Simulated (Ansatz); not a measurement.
# C2H10AlNSi: small, medium and large basis sets

How large a basis does C2H10AlNSi need? Two functionals are run in growing sets.

Program: Ansatz 0.2.0, Gaussian basis. Level of theory: one geometry, several basis sets. These are calculated values, not measurements.

Levels to be run: PBE0-D4/def2-SVP; ωB97M-V/def2-SVP; PBE0-D4/def2-QZVPP; ωB97M-V/def2-QZVPP; the functionals' def2-TZVPP values are taken from earlier runs.

**1. The relaxed structure**

An earlier PBE0-D4 in a triple-zeta def2 set relaxation fixed the geometry.

15 atoms, charge 0, spin multiplicity 1.

Atoms are counted from 1 here; the program's logs count them from 0.

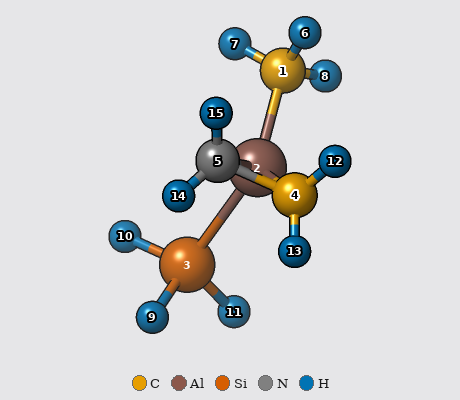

The structure; carbon amber, aluminium brown, silicon orange, nitrogen grey, hydrogen blue; atoms are numbered from 1 in the order of the file.

As a file:

```xyz
15

C    -1.7732    0.3577    1.3023
Al   -0.1340   -0.1158    0.3382
Si    2.1024    0.7430    0.8662
C    -0.1981   -1.4585   -1.0830
N    -0.3579   -0.0561   -1.6545
H    -2.6699    0.0081    0.7812
H    -1.8671    1.4385    1.4427
H    -1.7859   -0.0938    2.2996
H     3.0089    0.6322   -0.3214
H     2.1341    2.1820    1.2690
H     2.7841   -0.0050    1.9655
H    -1.0915   -2.0475   -1.2777
H     0.6746   -1.9499   -1.5046
H     0.3929    0.2163   -2.2733
H    -1.2413    0.0981   -2.1206
```

**2. PBE0-D4 in def2-SVP**

File in.yaml:

```yaml
crystal:
  periodic: [false, false, false]
  atoms:
    - {symbol: C, position_ang: [-1.773155, 0.357686, 1.302333]}
    - {symbol: Al, position_ang: [-0.133956, -0.115781, 0.338196]}
    - {symbol: Si, position_ang: [2.102404, 0.743029, 0.866181]}
    - {symbol: C, position_ang: [-0.198079, -1.458471, -1.082967]}
    - {symbol: N, position_ang: [-0.357949, -0.056121, -1.654534]}
    - {symbol: H, position_ang: [-2.669906, 0.008104, 0.781172]}
    - {symbol: H, position_ang: [-1.867130, 1.438511, 1.442662]}
    - {symbol: H, position_ang: [-1.785909, -0.093768, 2.299611]}
    - {symbol: H, position_ang: [3.008867, 0.632219, -0.321441]}
    - {symbol: H, position_ang: [2.134129, 2.181984, 1.268999]}
    - {symbol: H, position_ang: [2.784109, -0.004991, 1.965475]}
    - {symbol: H, position_ang: [-1.091546, -2.047535, -1.277740]}
    - {symbol: H, position_ang: [0.674599, -1.949949, -1.504619]}
    - {symbol: H, position_ang: [0.392880, 0.216315, -2.273296]}
    - {symbol: H, position_ang: [-1.241260, 0.098069, -2.120632]}
basis:
  gaussian: {orbitals: def2-SVP}
hamiltonian: {xc: pbe0, dispersion: d4}
output: {orbitals: {seedname: orbitals}}
```

Command:

```console
$ ansatz run in.yaml --threads 4 --pin off --events-out ev --progress --plain --max-ram 10444MiB
```

Log:

```text
Functional definition: PBE0
  name "PBE0"
  cite "Adamo & Barone, J. Chem. Phys. 110, 6158 (1999) doi:10.1063/1.478522"
  cite "Perdew, Burke & Ernzerhof, Phys. Rev. Lett. 77, 3865 (1996) doi:10.1103/PhysRevLett.77.3865"
  parent pbe
  parameter a = 0.25
  parameter kappa = 0.804
  parameter beta = 0.06672455060314922
  exchange = (1 - a)*pbe_x(kappa = kappa, mu = beta*pi^2/3) + a*exact_x
  correlation = pbe_c(beta = beta)
1490 factors; their error is unknown
mean field evaluation 1: about -18173.9677 eV, gradient 6.3e1 eV
mean field evaluation 2: about -18168.4737 eV, gradient 7.6e1 eV
mean field evaluation 4: about -18183.4216 eV, gradient 3.5e0 eV
mean field evaluation 8: about -18183.4499 eV, gradient 4.1e-2 eV
mean field evaluation 16: about -18183.5844 eV, gradient 1.2e-5 eV
mean field -18183.58436301 eV, -668.2344000646 hartree, gradient 1.2e-5 eV, S^2 0.000000; 0 other end points of the search recorded, 0 dependent functions left out
reference -18183.58439689 eV, -668.2344013097 hartree; 28, 28 occupied and 100, 100 virtual orbitals, 1490 factors
Total energy: -18183.84926481 eV, -668.2441350259 hartree
```

Run time: 0.65 s. Hardware: 4 threads of AMD EPYC 9R45, shared host; peak memory 0.61 GiB.

**3. ωB97M-V in def2-SVP**

Changes to in.yaml since step 2:

```diff
@@ -20,3 +20,3 @@
   gaussian: {orbitals: def2-SVP}
-hamiltonian: {xc: pbe0, dispersion: d4}
+hamiltonian: {xc: {name: wB97M-V}}
 output: {orbitals: {seedname: orbitals}}
```

Launched as before.

Log (excerpt; [...] marks lines left out):

```text
Functional definition: wB97M-V
  name "wB97M-V"
  cite "Mardirossian & Head-Gordon, J. Chem. Phys. 144, 214110 (2016) doi:10.1063/1.4952647"
  cite "Becke, J. Chem. Phys. 107, 8554 (1997) doi:10.1063/1.475007"
  cite "Vydrov & Van Voorhis, J. Chem. Phys. 133, 244103 (2010) doi:10.1063/1.3521275"
  # Of w^i u^j: cxij and so on, Table III.
[...]
  gx(w, u) = 1 - cx + cx01*u + cx10*w
  gss(w, u) = css00 + css04*u^4 + css10*w + css20*w^2 + css43*w^4*u^3
  gos(w, u) = cos00 + cos10*w + (cos20 + cos21*u)*w^2 + (cos60 + cos61*u)*w^6
[...]
      + integral(e_c_pw_mod_opposite_spin*gos(b97_w_opposite, b97_u_opposite)) + vv10(b, c)
1471 factors; their error is unknown
427 factors; integrals over basis functions are off by at most 7.2e-6 eV
[...]
mean field -18190.98411488 eV, -668.5063359300 hartree, gradient 4.4e-5 eV, S^2 0.000000; 0 other end points of the search recorded, 0 dependent functions left out
reference -18190.98416828 eV, -668.5063378923 hartree; 28, 28 occupied and 100, 100 virtual orbitals, 1471 factors
Total energy: -18190.98416828 eV, -668.5063378923 hartree
```

Run time: 2.4 s. Hardware: 4 threads of AMD EPYC 9R45, shared host; peak memory 0.61 GiB.

**4. PBE0-D4 in def2-QZVPP**

Changes to in.yaml since step 3:

```diff
@@ -19,4 +19,4 @@
 basis:
-  gaussian: {orbitals: def2-SVP}
-hamiltonian: {xc: {name: wB97M-V}}
+  gaussian: {orbitals: "def2-QZVPP.json"}
+hamiltonian: {xc: pbe0, dispersion: d4}
 output: {orbitals: {seedname: orbitals}}
```

Same command.

Log:

```text
Functional definition: PBE0
  name "PBE0"
  cite "Adamo & Barone, J. Chem. Phys. 110, 6158 (1999) doi:10.1063/1.478522"
  cite "Perdew, Burke & Ernzerhof, Phys. Rev. Lett. 77, 3865 (1996) doi:10.1103/PhysRevLett.77.3865"
  parent pbe
  parameter a = 0.25
  parameter kappa = 0.804
  parameter beta = 0.06672455060314922
  exchange = (1 - a)*pbe_x(kappa = kappa, mu = beta*pi^2/3) + a*exact_x
  correlation = pbe_c(beta = beta)
1939 factors; their error is unknown
mean field evaluation 1: about -18179.4661 eV, gradient 8.0e1 eV
mean field evaluation 2: about -18167.7707 eV, gradient 1.0e2 eV
mean field evaluation 4: about -18193.4339 eV, gradient 6.1e0 eV
mean field evaluation 8: about -18193.5152 eV, gradient 7.6e-2 eV
mean field evaluation 16: about -18193.5239 eV, gradient 2.3e-5 eV
mean field -18193.52386831 eV, -668.5996701470 hartree, gradient 2.3e-5 eV, S^2 0.000000; 0 other end points of the search recorded, 0 dependent functions left out
reference -18193.52392075 eV, -668.5996720741 hartree; 28, 28 occupied and 583, 583 virtual orbitals, 1939 factors
Total energy: -18193.78878866 eV, -668.6094057904 hartree
```

It took 6.5 s on 4 threads of AMD EPYC 9R45, shared host; peak memory 2.5 GiB.

**5. ωB97M-V in def2-QZVPP**

Changes to in.yaml since step 4:

```diff
@@ -20,3 +20,3 @@
   gaussian: {orbitals: "def2-QZVPP.json"}
-hamiltonian: {xc: pbe0, dispersion: d4}
+hamiltonian: {xc: {name: wB97M-V}}
 output: {orbitals: {seedname: orbitals}}
```

Launched as before.

Log (excerpt; [...] marks lines left out):

```text
Functional definition: wB97M-V
  name "wB97M-V"
  cite "Mardirossian & Head-Gordon, J. Chem. Phys. 144, 214110 (2016) doi:10.1063/1.4952647"
  cite "Becke, J. Chem. Phys. 107, 8554 (1997) doi:10.1063/1.475007"
  cite "Vydrov & Van Voorhis, J. Chem. Phys. 133, 244103 (2010) doi:10.1063/1.3521275"
  # Of w^i u^j: cxij and so on, Table III.
[...]
  gx(w, u) = 1 - cx + cx01*u + cx10*w
  gss(w, u) = css00 + css04*u^4 + css10*w + css20*w^2 + css43*w^4*u^3
  gos(w, u) = cos00 + cos10*w + (cos20 + cos21*u)*w^2 + (cos60 + cos61*u)*w^6
[...]
      + integral(e_c_pw_mod_opposite_spin*gos(b97_w_opposite, b97_u_opposite)) + vv10(b, c)
1876 factors; their error is unknown
533 factors; integrals over basis functions are off by at most 8.7e-6 eV
[...]
mean field -18201.14206590 eV, -668.8796337448 hartree, gradient 1.1e-5 eV, S^2 0.000000; 0 other end points of the search recorded, 0 dependent functions left out
reference -18201.14214826 eV, -668.8796367711 hartree; 28, 28 occupied and 583, 583 virtual orbitals, 1876 factors
Total energy: -18201.14214826 eV, -668.8796367711 hartree
```

Wall time 12 s (4 threads of AMD EPYC 9R45, shared host); peak memory 3.1 GiB.

**6. Density functionals: the series**

The def2-TZVPP values come from earlier runs at the same geometry.

| functional | basis | functions | energy (eV) | from the largest (eV) | HOMO (eV) | LUMO (eV) |
| --- | --- | --- | --- | --- | --- | --- |
| PBE0-D4 | def2-SVP | 128 | -18183.8493 | 9.940 | -6.65 | 0.18 |
| PBE0-D4 | def2-TZVPP | 317 | -18193.1044 | 0.684 | -6.68 | -0.10 |
| PBE0-D4 | def2-QZVPP | 611 | -18193.7888 | 0.000 | -6.69 | -0.28 |
| ωB97M-V | def2-SVP | 128 | -18190.9842 | 10.158 | -8.74 | 1.86 |
| ωB97M-V | def2-TZVPP | 317 | -18200.4850 | 0.657 | -8.79 | 1.42 |
| ωB97M-V | def2-QZVPP | 611 | -18201.1421 | 0.000 | -8.80 | 0.92 |

**7. Summary of results**

| quantity | value |
| --- | --- |
| PBE0-D4: double and triple zeta above quadruple | 9.94, 0.68 eV |
| ωB97M-V: double and triple zeta above quadruple | 10.16, 0.66 eV |

For PBE0-D4 the step from double to triple zeta gains 9.26 eV and the next only 0.68 eV. Total energies overstate the basis error of differences, where much of it tends to cancel. The LUMO of ωB97M-V is positive and keeps falling with the basis (1.86 to 0.92 eV): an unbound level that the basis holds in place.

For PBE0-D4 the largest set took about 10 times as long as the smallest (6.5 s against 0.65 s).
